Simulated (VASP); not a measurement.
Band structure of Be3ZnO4 (ordered alloy cell). Level of theory: PBE GGA, VASP's PBE PAW potentials (set 64) (plane waves; VASP).

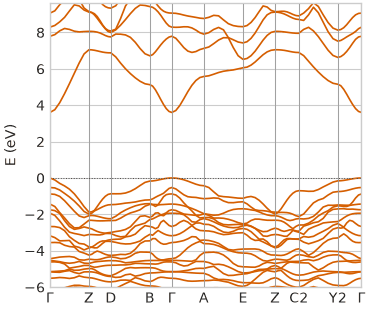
Fig. 1. Bands along high-symmetry lines, zero at the valence-band maximum or, without a gap, the Fermi level

Read the plot: is there a gap, and where are the band edges?

The gap is direct, 3.60 eV, from the valence maximum at Γ to the conduction minimum at Γ. (Edges off the drawn lines would not show.)

The structure was generated: Be3ZnO4 was put into an ordered model structure (Pm), which need not be its known phase. It was relaxed first.
